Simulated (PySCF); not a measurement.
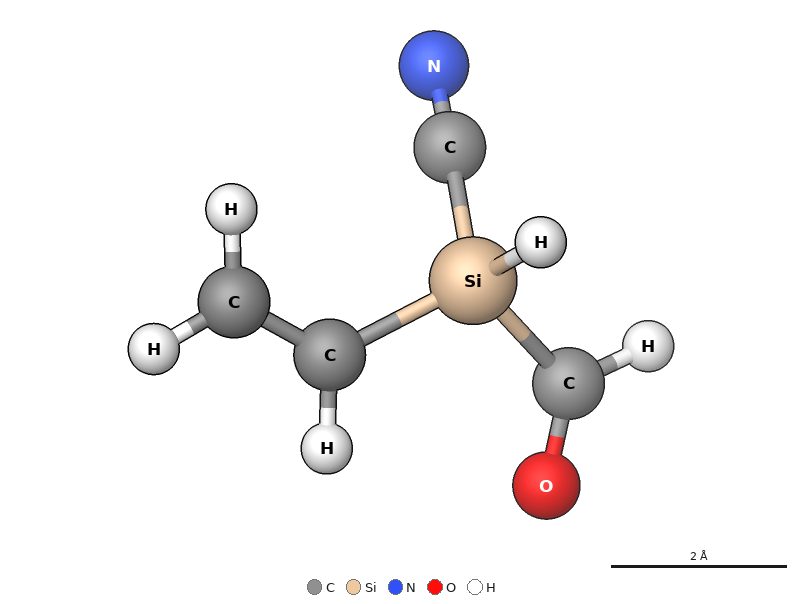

Every bond is drawn as one stick, whatever its order.

The geometry was computed by an optimisation with GFN2-xTB. No frequency run is at hand to confirm it as a minimum.

Description:

Formula C₄H₅NOSi. SMILES: `C=C[Si@H](C#N)C=O`. It has no ring. Among its groups: nitrile, alkene, Si–H bond. This geometry has C1 symmetry. Coordination: 3 C trigonal planar; 1 Si tetrahedral; 1 C linear.

The parts below concern this one geometry. Atoms keep their numbers from picture to picture.

## Electronic properties

No frequency run is at hand to confirm it as a minimum. Properties computed with PBE0/def2-SVPD, gas phase (PySCF 2.14.0). Excitations: vertical, linear response.

Estimate the mean static polarisability.

79.0 bohr³.

Give the dipole moment at this level.

2.84 D.

Estimate the brightest of the 8 lowest singlets.

6.03 eV.

Estimate the LUMO energy (Kohn–Sham orbital).

−2.28 eV.

## Charges

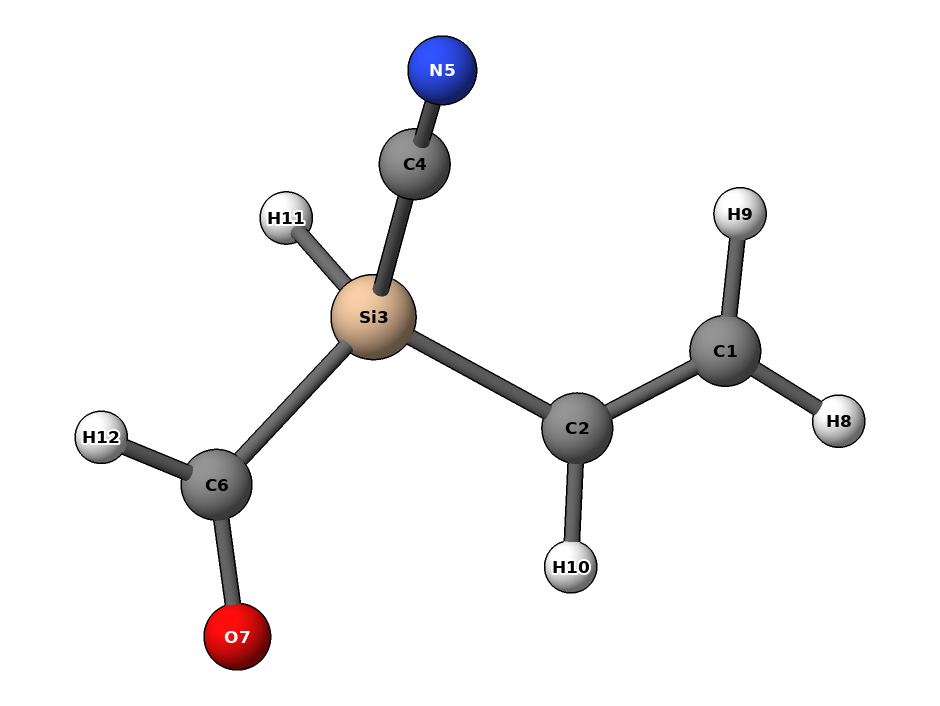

The questions are on ESP-fitted charges. No frequency run is at hand to confirm it as a minimum. Properties computed with PBE0/pcSseg-1, gas phase (PySCF 2.14.0).

List the ESP-fitted charges.

```json
{"atom": "C1", "value (e)": "−0.43"}
{"atom": "C2", "value (e)": "−0.13"}
{"atom": "Si3", "value (e)": "0.29"}
{"atom": "C4", "value (e)": "0.17"}
{"atom": "N5", "value (e)": "−0.38"}
{"atom": "C6", "value (e)": "0.35"}
{"atom": "O7", "value (e)": "−0.39"}
{"atom": "H8", "value (e)": "0.20"}
{"atom": "H9", "value (e)": "0.22"}
{"atom": "H10", "value (e)": "0.13"}
{"atom": "H11", "value (e)": "−0.05"}
{"atom": "H12", "value (e)": "0.01"}
```

## Bond orders

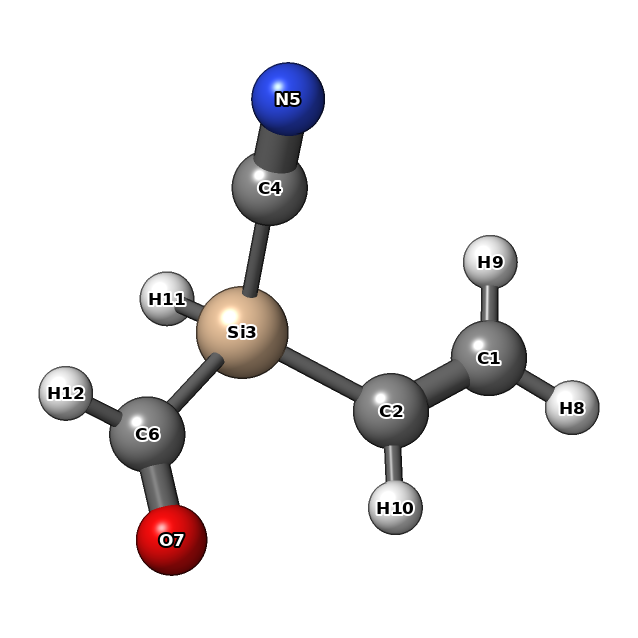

The thickness of each stick grows with its Mayer bond order. No frequency run is at hand to confirm it as a minimum. Method: PBE0/pcSseg-1 (PySCF 2.14.0).

Which bond has the highest Mayer bond order?

C4–N5, 2.92, at a length of 1.146 Å.

List the Mayer bond orders of C1–C2, C1–H8, C1–H9, C2–Si3, C2–H10, Si3–C4, Si3–C6, Si3–H11, C4–N5, C6–O7, C6–H12.

| bond | Mayer order | length (Å) |
| --- | --- | --- |
| C1–C2 | 1.98 | 1.326 |
| C1–H8 | 0.95 | 1.079 |
| C1–H9 | 0.95 | 1.078 |
| C2–Si3 | 0.92 | 1.878 |
| C2–H10 | 0.93 | 1.085 |
| Si3–C4 | 0.81 | 1.871 |
| Si3–C6 | 0.84 | 1.926 |
| Si3–H11 | 0.94 | 1.467 |
| C4–N5 | 2.92 | 1.146 |
| C6–O7 | 1.96 | 1.203 |
| C6–H12 | 0.90 | 1.111 |

## NMR shielding

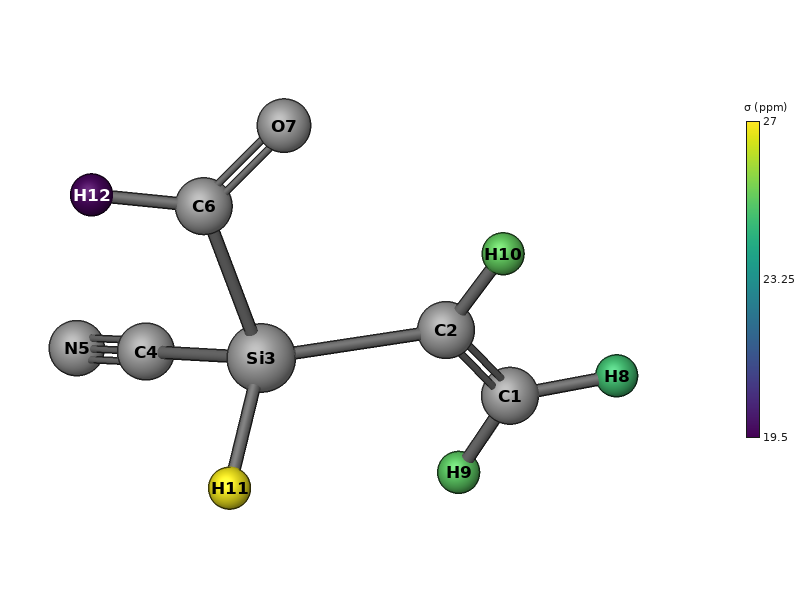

Atoms are coloured by their isotropic NMR shieldings (H only, the others grey). No frequency run is at hand to confirm it as a minimum. Level of theory: GIAO PBE0/pcSseg-1 NMR shielding, non-relativistic, gas phase (PySCF 2.14.0).

Give the isotropic NMR shieldings of the H atoms atom by atom.

```csv
atom,σ (ppm)
H8,24.72
H9,25.11
H10,25.21
H11,26.84
H12,19.63
```

The geometry is semi-empirical. Around Si such bond lengths and angles can be off by a tenth of an ångström or more and by several degrees, and values that hang on the shape move with them.
